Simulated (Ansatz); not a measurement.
# BH2S2Cl: molecular dynamics

- system: BH2S2Cl
- method: RKS PBE/def2-SVP (Ansatz 0.2.0)

The geometry comes from this level: PBE0-D4/def2-TZVP. Figures and captions count atoms from 1; the log counts them from 0 in places.

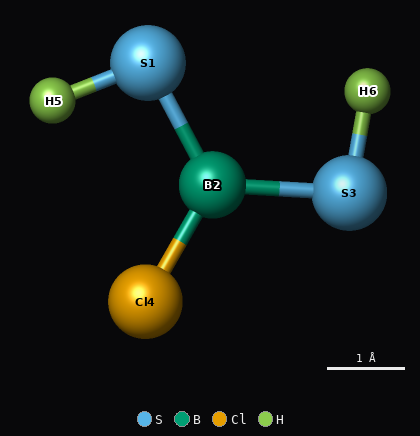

The structure as given in the input (ball-and-stick view, seen on its broad side; atoms are numbered from 1 in the order of the input).

Input file
```yaml
crystal:
  periodic: [false, false, false]
  atoms:
    - {symbol: S, position_ang: [-0.171343, 1.324810, -0.600054]}
    - {symbol: B, position_ang: [-0.129250, -0.364588, 0.006225]}
    - {symbol: S, position_ang: [1.125680, -0.907553, 1.168937]}
    - {symbol: Cl, position_ang: [-1.305650, -1.563576, -0.503952]}
    - {symbol: H, position_ang: [-1.247507, 1.179379, -1.389828]}
    - {symbol: H, position_ang: [1.770271, 0.267427, 1.272573]}
basis:
  gaussian: {orbitals: def2-SVP}
hamiltonian: {xc: {name: PBE}}
md: {timestep: 0.5 fs, n_steps: 20, ensemble: nve, temperature: 700, initial_velocities: maxwell_boltzmann, seed: 645}
```

Launched with:
```bash
ansatz run in.yaml --threads 4 --pin off --events-out ev --progress --plain --max-ram 10444MiB
```

Output
```
Functional definition: PBE
  name "PBE"
  cite "Perdew, Burke & Ernzerhof, Phys. Rev. Lett. 77, 3865 (1996) doi:10.1103/PhysRevLett.77.3865"
  parent pbe
  parameter kappa = 0.804
  parameter beta = 0.06672455060314922
  exchange = pbe_x(kappa = kappa, mu = beta*pi^2/3)
  correlation = pbe_c(beta = beta)
875 factors; their error is unknown
mean field evaluation 1: about -34877.0221 eV, gradient 2.1e1 eV
mean field evaluation 2: about -34875.4341 eV, gradient 3.1e1 eV
mean field evaluation 4: about -34878.3554 eV, gradient 8.8e-1 eV
mean field evaluation 8: about -34878.3052 eV, gradient 1.8e-2 eV
mean field -34878.30516374 eV, -1281.7540734031 hartree, gradient 2.2e-5 eV, S^2 0.000000; 0 other end points of the search recorded, 0 dependent functions left out
the calculation of the forces begins
reference -34878.30519039 eV, -1281.7540743825 hartree; 28, 28 occupied and 50, 50 virtual orbitals, 875 factors
md step     0: t =     0.00 fs  T =   700.0 K  F+E_penalty+E_count = -34878.30516374 eV  E_kin = 0.361928 eV  conserved = -34877.94323574 eV  (24 SCF iters)
these checks for a lower state are left out or cut short: starts, cluster_reference, orbital_swaps, neighbouring_geometries, increment
875 factors; their error is unknown
mean field evaluation 16: about -34878.3518 eV, gradient 7.2e-1 eV
mean field -34878.30090875 eV, -1281.7539170352 hartree, gradient 2.4e-5 eV, S^2 0.000000; 0 other end points of the search recorded, 0 dependent functions left out
[... from here on the field's lines of each further geometry are left out, up to the last ...]
md step     1: t =     0.50 fs  T =   691.7 K  F+E_penalty+E_count = -34878.30090875 eV  E_kin = 0.357649 eV  conserved = -34877.94325961 eV  (24 SCF iters)
md step     2: t =     1.00 fs  T =   679.9 K  F+E_penalty+E_count = -34878.29484508 eV  E_kin = 0.351556 eV  conserved = -34877.94328921 eV  (24 SCF iters)
md step     3: t =     1.50 fs  T =   663.9 K  F+E_penalty+E_count = -34878.28658834 eV  E_kin = 0.343273 eV  conserved = -34877.94331527 eV  (25 SCF iters)
md step     4: t =     2.00 fs  T =   643.0 K  F+E_penalty+E_count = -34878.27580970 eV  E_kin = 0.332480 eV  conserved = -34877.94332999 eV  (24 SCF iters)
md step     5: t =     2.50 fs  T =   617.0 K  F+E_penalty+E_count = -34878.26235356 eV  E_kin = 0.319026 eV  conserved = -34877.94332788 eV  (24 SCF iters)
md step     6: t =     3.00 fs  T =   586.0 K  F+E_penalty+E_count = -34878.24631673 eV  E_kin = 0.303009 eV  conserved = -34877.94330750 eV  (25 SCF iters)
md step     7: t =     3.50 fs  T =   550.8 K  F+E_penalty+E_count = -34878.22807569 eV  E_kin = 0.284806 eV  conserved = -34877.94327004 eV  (24 SCF iters)
md step     8: t =     4.00 fs  T =   512.6 K  F+E_penalty+E_count = -34878.20826531 eV  E_kin = 0.265045 eV  conserved = -34877.94322013 eV  (25 SCF iters)
md step     9: t =     4.50 fs  T =   473.0 K  F+E_penalty+E_count = -34878.18770779 eV  E_kin = 0.244543 eV  conserved = -34877.94316442 eV  (24 SCF iters)
md step    10: t =     5.00 fs  T =   433.6 K  F+E_penalty+E_count = -34878.16730515 eV  E_kin = 0.224194 eV  conserved = -34877.94311111 eV  (25 SCF iters)
md step    11: t =     5.50 fs  T =   396.2 K  F+E_penalty+E_count = -34878.14791005 eV  E_kin = 0.204842 eV  conserved = -34877.94306828 eV  (24 SCF iters)
md step    12: t =     6.00 fs  T =   362.0 K  F+E_penalty+E_count = -34878.13019849 eV  E_kin = 0.187156 eV  conserved = -34877.94304266 eV  (25 SCF iters)
md step    13: t =     6.50 fs  T =   331.8 K  F+E_penalty+E_count = -34878.11456621 eV  E_kin = 0.171528 eV  conserved = -34877.94303808 eV  (25 SCF iters)
md step    14: t =     7.00 fs  T =   305.6 K  F+E_penalty+E_count = -34878.10107095 eV  E_kin = 0.158016 eV  conserved = -34877.94305480 eV  (25 SCF iters)
md step    15: t =     7.50 fs  T =   283.0 K  F+E_penalty+E_count = -34878.08943424 eV  E_kin = 0.146346 eV  conserved = -34877.94308826 eV  (25 SCF iters)
md step    16: t =     8.00 fs  T =   263.0 K  F+E_penalty+E_count = -34878.07911364 eV  E_kin = 0.135984 eV  conserved = -34877.94313013 eV  (25 SCF iters)
md step    17: t =     8.50 fs  T =   244.2 K  F+E_penalty+E_count = -34878.06943963 eV  E_kin = 0.126271 eV  conserved = -34877.94316898 eV  (25 SCF iters)
md step    18: t =     9.00 fs  T =   225.5 K  F+E_penalty+E_count = -34878.05979979 eV  E_kin = 0.116608 eV  conserved = -34877.94319208 eV  (26 SCF iters)
md step    19: t =     9.50 fs  T =   206.3 K  F+E_penalty+E_count = -34878.04983526 eV  E_kin = 0.106645 eV  conserved = -34877.94318984 eV  (25 SCF iters)
the calculation of the forces begins
reference -34878.03961930 eV, -1281.7443148251 hartree; 28, 28 occupied and 50, 50 virtual orbitals, 875 factors
875 factors; their error is unknown
mean field -34878.03959231 eV, -1281.7443138329 hartree, gradient 2.1e-5 eV, S^2 0.000000; 1 other end points of the search recorded, 0 dependent functions left out
the calculation of the forces begins
reference -34878.03961930 eV, -1281.7443148251 hartree; 28, 28 occupied and 50, 50 virtual orbitals, 875 factors
md step    20: t =    10.00 fs  T =   186.5 K  F+E_penalty+E_count = -34878.03959231 eV  E_kin = 0.096434 eV  conserved = -34877.94315836 eV  (25 SCF iters)
```

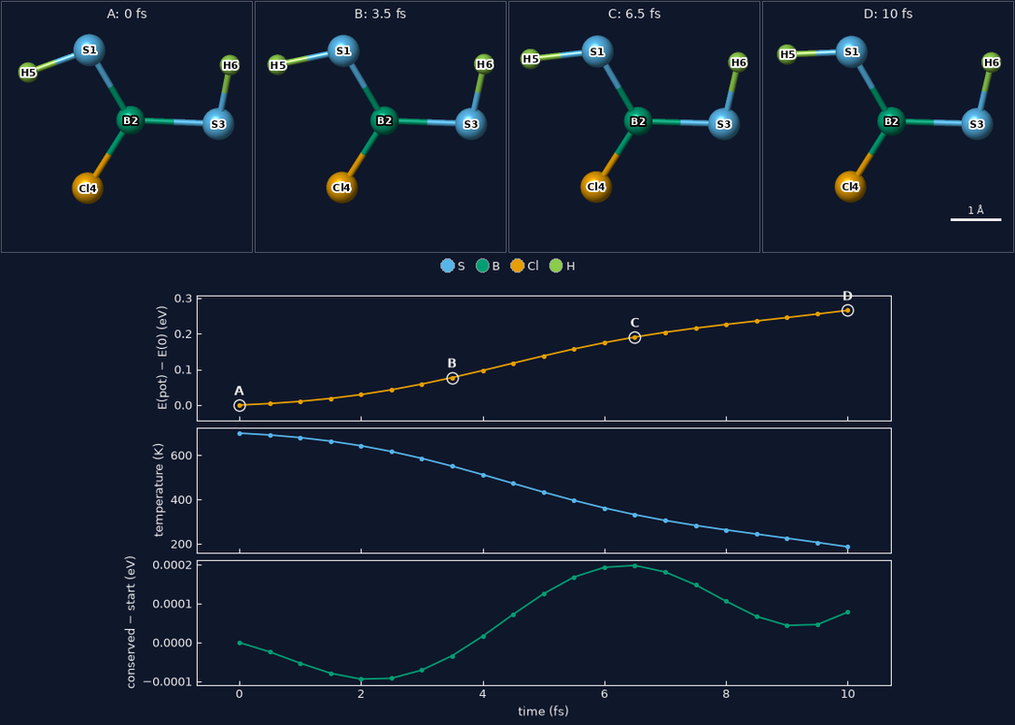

Frames of the molecular dynamics (ball-and-stick, seen at a tilt) above the curves, on which the letters mark them. The trajectory kept here has 21 frames over 10 fs. The temperature starts at 700 K, ranges from 187 to 700 K and averages 294 K over the second half. The potential energy ends 0.266 eV above its first value. The conserved quantity stays within 0.00029 eV. After an unweighted best fit of the last frame on the first, the root-mean-square displacement is 0.13 Å, and H5 has moved furthest (0.23 Å).

```
Total energy: -34878.03961930 eV, -1281.7443148251 hartree
Atom 0 at    -0.174162     1.286719    -0.580778 Å, force     0.948012     1.833237     0.301271 eV/Å
Atom 1 at    -0.153156    -0.371981     0.022569 Å, force    -0.081238     0.673308    -0.644932 eV/Å
Atom 2 at     1.089667    -0.895483     1.132871 Å, force     1.302429    -0.284736     1.203727 eV/Å
Atom 3 at    -1.271387    -1.543704    -0.485398 Å, force    -1.430190    -1.502515    -0.573768 eV/Å
Atom 4 at    -1.032531     1.401801    -1.607961 Å, force    -0.538007    -0.568368    -0.237143 eV/Å
Atom 5 at     1.841779     0.253013     1.196971 Å, force    -0.201006    -0.150927    -0.049155 eV/Å
Dipole moment:     0.023111     0.189164    -0.116452 e Å
```

Trajectory as extended XYZ (Å, eV, eV/Å), 21 frames, from step=0 to step=20
```
6
Properties=species:S:1:pos:R:3:forces:R:3 step=0 time_fs=0.0 energy=-34878.30516 temperature=700.0
S    -0.1713    1.3248   -0.6001    0.4002   0.4468   0.1603
B    -0.1293   -0.3646    0.0062    0.0135   0.0181   0.0043
S     1.1257   -0.9076    1.1689    0.0274  -0.5485   0.2076
Cl   -1.3056   -1.5636   -0.5040   -0.2888  -0.3012  -0.1229
H    -1.2475    1.1794   -1.3898   -0.4024  -0.0550  -0.2951
H     1.7703    0.2674    1.2726    0.2500   0.4398   0.0457
6
Properties=species:S:1:pos:R:3:forces:R:3 step=1 time_fs=0.5 energy=-34878.30091 temperature=691.7
S    -0.1715    1.3222   -0.5988    0.3406   0.5108   0.0946
B    -0.1300   -0.3658    0.0079   -0.0301   0.0811  -0.0656
S     1.1234   -0.9066    1.1666    0.0572  -0.6437   0.2723
Cl   -1.3035   -1.5621   -0.5028   -0.3500  -0.3701  -0.1448
H    -1.2413    1.1974   -1.4088   -0.3006  -0.0868  -0.2029
H     1.7727    0.2627    1.2690    0.2828   0.5087   0.0463
6
Properties=species:S:1:pos:R:3:forces:R:3 step=2 time_fs=1.0 energy=-34878.29484 temperature=679.9
S    -0.1716    1.3197   -0.5976    0.2553   0.5756   0.0051
B    -0.1308   -0.3670    0.0096   -0.0725   0.1445  -0.1357
S     1.1212   -0.9057    1.1644    0.1063  -0.7045   0.3407
Cl   -1.3013   -1.5606   -0.5017   -0.4119  -0.4400  -0.1669
H    -1.2359    1.2153   -1.4282   -0.1740  -0.1185  -0.0870
H     1.7759    0.2592    1.2654    0.2968   0.5429   0.0438
6
Properties=species:S:1:pos:R:3:forces:R:3 step=3 time_fs=1.5 energy=-34878.28659 temperature=663.9
S    -0.1718    1.3172   -0.5964    0.1557   0.6431  -0.1007
B    -0.1317   -0.3682    0.0112   -0.1129   0.2078  -0.2052
S     1.1189   -0.9049    1.1621    0.1762  -0.7280   0.4126
Cl   -1.2992   -1.5592   -0.5007   -0.4742  -0.5105  -0.1891
H    -1.2308    1.2329   -1.4479   -0.0349  -0.1519   0.0445
H     1.7798    0.2570    1.2620    0.2899   0.5395   0.0380
6
Properties=species:S:1:pos:R:3:forces:R:3 step=4 time_fs=2.0 energy=-34878.27581 temperature=643.0
S    -0.1719    1.3147   -0.5952    0.0533   0.7147  -0.2143
B    -0.1325   -0.3693    0.0128   -0.1504   0.2702  -0.2731
S     1.1167   -0.9041    1.1599    0.2668  -0.7150   0.4871
Cl   -1.2971   -1.5578   -0.4996   -0.5369  -0.5815  -0.2116
H    -1.2259    1.2501   -1.4674    0.1053  -0.1881   0.1828
H     1.7843    0.2561    1.2587    0.2620   0.4997   0.0291
6
Properties=species:S:1:pos:R:3:forces:R:3 step=5 time_fs=2.5 energy=-34878.26235 temperature=617.0
S    -0.1720    1.3123   -0.5940   -0.0424   0.7905  -0.3276
B    -0.1334   -0.3704    0.0143   -0.1846   0.3313  -0.3385
S     1.1145   -0.9034    1.1577    0.3757  -0.6693   0.5633
Cl   -1.2950   -1.5564   -0.4985   -0.5999  -0.6525  -0.2343
H    -1.2206    1.2669   -1.4865    0.2364  -0.2274   0.3193
H     1.7895    0.2564    1.2555    0.2147   0.4274   0.0178
6
Properties=species:S:1:pos:R:3:forces:R:3 step=6 time_fs=3.0 energy=-34878.24632 temperature=586.0
S    -0.1721    1.3099   -0.5928   -0.1236   0.8701  -0.4333
B    -0.1343   -0.3714    0.0158   -0.2146   0.3903  -0.4006
S     1.1123   -0.9028    1.1556    0.4990  -0.5975   0.6399
Cl   -1.2930   -1.5551   -0.4975   -0.6629  -0.7233  -0.2571
H    -1.2149    1.2831   -1.5049    0.3506  -0.2692   0.4466
H     1.7952    0.2578    1.2523    0.1515   0.3296   0.0046
6
Properties=species:S:1:pos:R:3:forces:R:3 step=7 time_fs=3.5 energy=-34878.22808 temperature=550.8
S    -0.1722    1.3077   -0.5917   -0.1850   0.9528  -0.5257
B    -0.1353   -0.3723    0.0171   -0.2402   0.4467  -0.4586
S     1.1102   -0.9021    1.1535    0.6315  -0.5076   0.7156
Cl   -1.2910   -1.5538   -0.4964   -0.7260  -0.7936  -0.2802
H    -1.2082    1.2987   -1.5222    0.4426  -0.3127   0.5585
H     1.8013    0.2599    1.2491    0.0771   0.2144  -0.0095
6
Properties=species:S:1:pos:R:3:forces:R:3 step=8 time_fs=4.0 energy=-34878.20827 temperature=512.6
S    -0.1723    1.3055   -0.5906   -0.2233   1.0373  -0.6001
B    -0.1363   -0.3731    0.0184   -0.2607   0.4997  -0.5119
S     1.1081   -0.9016    1.1515    0.7675  -0.4082   0.7889
Cl   -1.2891   -1.5526   -0.4954   -0.7888  -0.8630  -0.3036
H    -1.2006    1.3135   -1.5381    0.5088  -0.3567   0.6505
H     1.8075    0.2625    1.2459   -0.0035   0.0909  -0.0238
6
Properties=species:S:1:pos:R:3:forces:R:3 step=9 time_fs=4.5 energy=-34878.18771 temperature=473.0
S    -0.1725    1.3033   -0.5896   -0.2367   1.1224  -0.6534
B    -0.1374   -0.3739    0.0195   -0.2760   0.5487  -0.5598
S     1.1061   -0.9010    1.1495    0.9014  -0.3077   0.8586
Cl   -1.2873   -1.5514   -0.4944   -0.8511  -0.9311  -0.3271
H    -1.1917    1.3275   -1.5525    0.5475  -0.3999   0.7192
H     1.8137    0.2653    1.2426   -0.0851  -0.0324  -0.0374
6
Properties=species:S:1:pos:R:3:forces:R:3 step=10 time_fs=5.0 energy=-34878.16731 temperature=433.6
S    -0.1726    1.3013   -0.5886   -0.2245   1.2069  -0.6832
B    -0.1385   -0.3744    0.0206   -0.2858   0.5932  -0.6019
S     1.1041   -0.9005    1.1476    1.0280  -0.2131   0.9235
Cl   -1.2854   -1.5503   -0.4935   -0.9128  -0.9978  -0.3508
H    -1.1815    1.3405   -1.5651    0.5580  -0.4412   0.7620
H     1.8198    0.2681    1.2393   -0.1628  -0.1480  -0.0496
6
Properties=species:S:1:pos:R:3:forces:R:3 step=11 time_fs=5.5 energy=-34878.14791 temperature=396.2
S    -0.1728    1.2993   -0.5876   -0.1869   1.2895  -0.6878
B    -0.1397   -0.3749    0.0214   -0.2898   0.6324  -0.6378
S     1.1022   -0.9000    1.1457    1.1428  -0.1303   0.9827
Cl   -1.2837   -1.5493   -0.4925   -0.9736  -1.0625  -0.3745
H    -1.1699    1.3525   -1.5760    0.5403  -0.4792   0.7772
H     1.8254    0.2705    1.2358   -0.2328  -0.2499  -0.0599
6
Properties=species:S:1:pos:R:3:forces:R:3 step=12 time_fs=6.0 energy=-34878.13020 temperature=362.0
S    -0.1730    1.2975   -0.5867   -0.1245   1.3692  -0.6660
B    -0.1410   -0.3752    0.0222   -0.2881   0.6658  -0.6670
S     1.1004   -0.8994    1.1440    1.2423  -0.0638   1.0356
Cl   -1.2820   -1.5483   -0.4916   -1.0332  -1.1251  -0.3983
H    -1.1571    1.3633   -1.5850    0.4953  -0.5129   0.7636
H     1.8305    0.2723    1.2322   -0.2916  -0.3333  -0.0680
6
Properties=species:S:1:pos:R:3:forces:R:3 step=13 time_fs=6.5 energy=-34878.11457 temperature=331.8
S    -0.1732    1.2957   -0.5859   -0.0386   1.4450  -0.6174
B    -0.1423   -0.3753    0.0228   -0.2807   0.6930  -0.6893
S     1.0987   -0.8989    1.1423    1.3237  -0.0165   1.0816
Cl   -1.2804   -1.5474   -0.4907   -1.0914  -1.1850  -0.4219
H    -1.1431    1.3729   -1.5921    0.4240  -0.5415   0.7206
H     1.8349    0.2733    1.2284   -0.3370  -0.3950  -0.0736
6
Properties=species:S:1:pos:R:3:forces:R:3 step=14 time_fs=7.0 energy=-34878.10107 temperature=305.6
S    -0.1734    1.2941   -0.5851    0.0692   1.5161  -0.5418
B    -0.1437   -0.3753    0.0232   -0.2675   0.7133  -0.7045
S     1.0971   -0.8984    1.1407    1.3850   0.0095   1.1203
Cl   -1.2789   -1.5466   -0.4899   -1.1477  -1.2419  -0.4454
H    -1.1280    1.3812   -1.5975    0.3281  -0.5640   0.6481
H     1.8385    0.2734    1.2244   -0.3671  -0.4329  -0.0767
6
Properties=species:S:1:pos:R:3:forces:R:3 step=15 time_fs=7.5 energy=-34878.08943 temperature=283.0
S    -0.1736    1.2925   -0.5843    0.1965   1.5818  -0.4404
B    -0.1452   -0.3752    0.0235   -0.2487   0.7264  -0.7125
S     1.0956   -0.8979    1.1392    1.4249   0.0132   1.1517
Cl   -1.2774   -1.5459   -0.4890   -1.2020  -1.2956  -0.4685
H    -1.1122    1.3881   -1.6014    0.2100  -0.5800   0.5469
H     1.8412    0.2724    1.2203   -0.3807  -0.4458  -0.0773
6
Properties=species:S:1:pos:R:3:forces:R:3 step=16 time_fs=8.0 energy=-34878.07911 temperature=263.0
S    -0.1738    1.2911   -0.5836    0.3396   1.6418  -0.3152
B    -0.1467   -0.3749    0.0236   -0.2245   0.7319  -0.7132
S     1.0942   -0.8974    1.1377    1.4429  -0.0056   1.1758
Cl   -1.2760   -1.5453   -0.4882   -1.2538  -1.3455  -0.4911
H    -1.0959    1.3937   -1.6040    0.0732  -0.5892   0.4192
H     1.8430    0.2704    1.2160   -0.3774  -0.4334  -0.0755
6
Properties=species:S:1:pos:R:3:forces:R:3 step=17 time_fs=8.5 energy=-34878.06944 temperature=244.2
S    -0.1740    1.2898   -0.5829    0.4938   1.6961  -0.1706
B    -0.1482   -0.3744    0.0236   -0.1953   0.7295  -0.7067
S     1.0929   -0.8969    1.1364    1.4387  -0.0464   1.1926
Cl   -1.2747   -1.5447   -0.4875   -1.3028  -1.3915  -0.5131
H    -1.0794    1.3978   -1.6055   -0.0775  -0.5917   0.2692
H     1.8438    0.2673    1.2115   -0.3569  -0.3960  -0.0715
6
Properties=species:S:1:pos:R:3:forces:R:3 step=18 time_fs=9.0 energy=-34878.05980 temperature=225.5
S    -0.1741    1.2886   -0.5822    0.6524   1.7454  -0.0131
B    -0.1498   -0.3737    0.0234   -0.1613   0.7190  -0.6930
S     1.0917   -0.8964    1.1351    1.4129  -0.1081   1.2026
Cl   -1.2735   -1.5443   -0.4867   -1.3488  -1.4332  -0.5343
H    -1.0631    1.4005   -1.6065   -0.2353  -0.5883   0.1033
H     1.8439    0.2633    1.2068   -0.3198  -0.3349  -0.0655
6
Properties=species:S:1:pos:R:3:forces:R:3 step=19 time_fs=9.5 energy=-34878.04983 temperature=206.3
S    -0.1741    1.2876   -0.5815    0.8070   1.7906   0.1481
B    -0.1515   -0.3729    0.0231   -0.1232   0.7003  -0.6723
S     1.0906   -0.8960    1.1339    1.3668  -0.1885   1.2061
Cl   -1.2724   -1.5439   -0.4861   -1.3913  -1.4703  -0.5546
H    -1.0473    1.4019   -1.6071   -0.3921  -0.5800  -0.0694
H     1.8432    0.2584    1.2019   -0.2672  -0.2521  -0.0579
6
Properties=species:S:1:pos:R:3:forces:R:3 step=20 time_fs=10.0 energy=-34878.03959 temperature=186.5
S    -0.1742    1.2867   -0.5808    0.9480   1.8332   0.3013
B    -0.1532   -0.3720    0.0226   -0.0812   0.6733  -0.6449
S     1.0897   -0.8955    1.1329    1.3024  -0.2847   1.2037
Cl   -1.2714   -1.5437   -0.4854   -1.4302  -1.5025  -0.5738
H    -1.0325    1.4018   -1.6080   -0.5380  -0.5684  -0.2371
H     1.8418    0.2530    1.1970   -0.2010  -0.1509  -0.0492
```

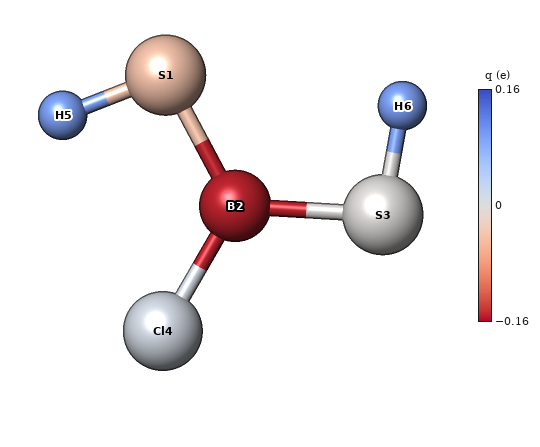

Mulliken charges, as the colour of each atom (ball-and-stick view, seen on its broad side; atoms are numbered from 1 in the order of the input). By element: S −0.04 to 0.00, B −0.15, Cl +0.01 and H +0.09 e.

Key numbers

```json
{"quantity": "outcome", "value": "finished"}
{"quantity": "mean temperature over the second half", "value": "294 K"}
{"quantity": "trajectory", "value": "20 steps, 10 fs"}
{"quantity": "ensemble", "value": "nve"}
{"quantity": "temperature in the input", "value": "700 K"}
{"quantity": "time step", "value": "0.5 fs"}
{"quantity": "potential energy (last step)", "value": "−34878.0396 eV"}
{"quantity": "SCF solution under orbital rotations (last step)", "value": "stable"}
{"quantity": "largest force (length of the vector) (last step)", "value": "2.152 eV/Å"}
{"quantity": "dipole moment (last step)", "value": "1.07 D"}
{"quantity": "hardware", "value": "4 threads of Arm Neoverse V1, 23 GiB of memory available, shared host"}
{"quantity": "wall time", "value": "12 s (CPU time 43 s)"}
{"quantity": "peak memory", "value": "0.36 GiB"}
```

Remarks

So short a trajectory is not equilibrated.
